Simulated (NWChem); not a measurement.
# SiHSF2 (SMILES F[SiH](F)[S]): USVWN5/6-31G

What is the vertical ionisation energy of SiHSF2 at USVWN5/6-31G? 

The calculation is run with NWChem 7.3.0.

5 further runs of the same task are left out: 5 that didn't finish.

## 1. The system as given

SiHSF2 has 5 atoms, charge 0, and is taken as a doublet. As SMILES, `F[SiH](F)[S]`. The coordinates come from a PBE0-D4/def2-TZVP relaxation.

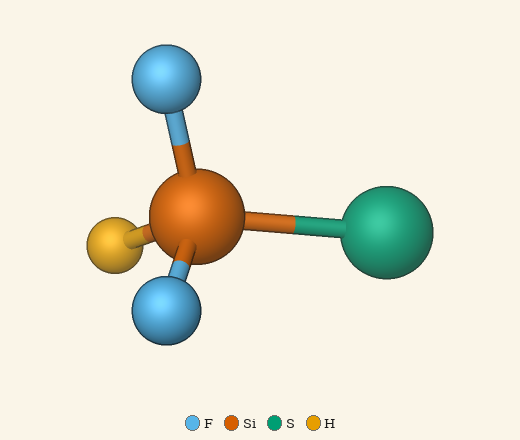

The structure, seen from a chosen angle (fluorine blue, silicon orange, sulfur teal, hydrogen amber).

## 2. A single-point energy at USVWN5/6-31G

File test.nw:

```
start test
title "F2HSSi"
memory stack 880 mb heap 220 mb global 1100 mb

geometry units angstroms noautosym nocenter noautoz
F     -0.294700    -0.440200     1.515400
Si     0.087400     0.010000     0.046800
F      0.080600     1.592500     0.075600
S     -1.256200    -0.752800    -1.380300
H      1.432800    -0.483300    -0.298900
end

basis spherical bse
* library 6-31G
end

dft
xc slater vwn_5
mult 2
grid fine
convergence energy 1e-08
iterations 100
mulliken
noprint "final vectors analysis"
end

task dft energy
```

Launch:

```sh
$ nwchem test.nw > test.out
```

Output:

```text
[...]
          Wavefunction type:  spin polarized.
          No. of atoms     :     5
          No. of electrons :    49
[...]
          Charge           :     0
          Spin multiplicity:     2
[...]
          AO basis - number of functions:    46
[...]
              XC Information
              --------------
                        Slater Exchange Functional  1.000 local
                      VWN V Correlation Functional  1.000 local
[...]
 d= 0,ls=0.0,diis     1   -883.9623904919 -1.10D+03  2.76D-02  3.03D-01     0.6
[...]
 d= 0,ls=0.5,diis    35   -884.0991581707 -8.61D-09  7.08D-08  3.13D-09    11.4
[...]
         Total DFT energy =     -884.099158177585
      One electron energy =    -1665.101428825534
           Coulomb energy =      626.121297862076
    Exchange-Corr. energy =      -64.167935449353
 Nuclear repulsion energy =      219.048908235227
[...]
      Total Density - Mulliken Population Analysis
     ---------------------------------------------
    Atom       Charge   Shell Charges
 -----------   ------   -------------------------------------------------------
    1 F    9     9.36   2.00  0.91  3.30  1.06  2.09
    2 Si  14    13.11   2.00  1.99  5.96  1.06  1.79  0.06  0.25
    3 F    9     9.36   2.00  0.91  3.30  1.06  2.09
    4 S   16    16.11   2.00  2.00  5.96  1.43  2.92  0.54  1.26
    5 H    1     1.05   0.48  0.57
[...]
      <S2> =      0.7509 (Exact =     0.7500)
[...]
```

Run time: 13 s. Hardware: 1 thread of Intel Xeon Platinum 8488C (Sapphire Rapids), shared host; peak memory 0.11 GiB.

## 3. The singlet cation at the same level

File f2hssi.nw:

```
start f2hssi
title "F2HSSi SVWN5"
memory stack 880 mb heap 220 mb global 1100 mb
charge 1
geometry units angstroms noautosym nocenter noautoz
F    -0.294700   -0.440200    1.515400
Si    0.087400    0.010000    0.046800
F     0.080600    1.592500    0.075600
S    -1.256200   -0.752800   -1.380300
H     1.432800   -0.483300   -0.298900
end
basis spherical bse
* library 6-31G
end
dft
xc slater vwn_5
mult 1
grid fine
convergence energy 1e-08
iterations 100
mulliken
print low
end
task dft
```

Launch:

```sh
$ nwchem f2hssi.nw > f2hssi.out
```

Output:

```text
[...]
 d= 0,ls=0.0,diis     1   -883.4097122208 -1.10D+03  1.01D-01  2.74D+00     0.5
[...]
 d= 0,ls=0.5,diis    98   -883.6376059377 -8.95D-09  2.11D-06  1.46D-07    26.6
         Total DFT energy =     -883.637605945763
      One electron energy =    -1651.949217792418
           Coulomb energy =      613.048712170780
    Exchange-Corr. energy =      -63.786008559352
 Nuclear repulsion energy =      219.048908235227
[...]
      Total Density - Mulliken Population Analysis
     ---------------------------------------------
    Atom       Charge   Shell Charges
 -----------   ------   -------------------------------------------------------
    1 F    9     9.24   2.00  0.93  3.27  1.06  1.98
    2 Si  14    13.05   2.00  1.99  5.96  1.10  1.79  0.07  0.14
    3 F    9     9.24   2.00  0.93  3.27  1.06  1.98
    4 S   16    15.52   2.00  2.00  5.96  1.53  2.73  0.46  0.84
    5 H    1     0.96   0.47  0.49
[...]
```

Run time: 28 s. Hardware: 1 thread of Intel Xeon Platinum 8488C (Sapphire Rapids), shared host; peak memory 0.11 GiB.

## 4. Results

At USVWN5/6-31G:

| quantity | value |
| --- | --- |
| doublet SiHSF2: total energy | -884.09916 Eh |
| doublet SiHSF2: dipole moment | 1.71 D |
| doublet SiHSF2: ⟨S²⟩ | 0.751 |
| singlet cation: total energy | -883.63761 Eh |
| vertical ionisation energy (to the singlet cation) | 12.559 eV |

What this shows: Removing an electron at fixed nuclei costs 12.56 eV (1212 kJ/mol). Only the singlet of the ionised species was computed; a triplet could lie lower. Mulliken charges (doublet SiHSF2) run from -0.36 on F1 to +0.89 on Si2; they depend strongly on the basis.
